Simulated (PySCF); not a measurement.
SMILES [CH]=C[Si](C)(C)C, doublet at its GFN2-xTB optimised geometry (Å):

```
17

C     -1.8054     1.7217    -0.8958
C     -1.0880     1.1397     0.0000
Si    -0.4987    -0.7089     0.0000
C     -1.1565    -1.5277     1.5936
C     -1.1711    -1.6025    -1.5414
C      1.4099    -0.7089     0.0000
H     -2.2571     1.4205    -1.8161
H     -0.7422     1.6832     0.8718
H     -0.8467    -2.5669     1.6570
H     -2.2414    -1.5045     1.6313
H     -0.7868    -1.0213     2.4802
H     -2.2564    -1.5864    -1.5619
H     -0.8171    -1.1318    -2.4533
H     -0.8571    -2.6421    -1.5649
H      1.8054    -0.1937     0.8702
H      1.8023    -1.7217     0.0127
H      1.8051    -0.2135    -0.8817
```

Method: PySCF 2.14.0 with unrestricted CAM-B3LYP/def2-SVP. Cells within 0.4 Å of a nucleus heavier than hydrogen are left out (blank, or x).

Map of the log10 of the electron density (e/bohr³), floored at −4 on the plane z = 0.0 Å:

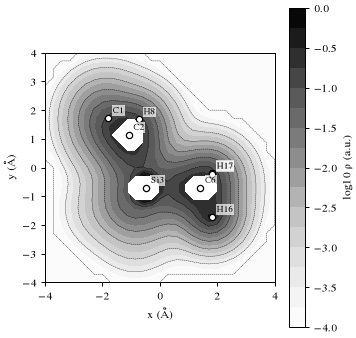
Figure. Log10 of the electron density (e/bohr³), floored at −4 on the plane z = 0.0 Å.
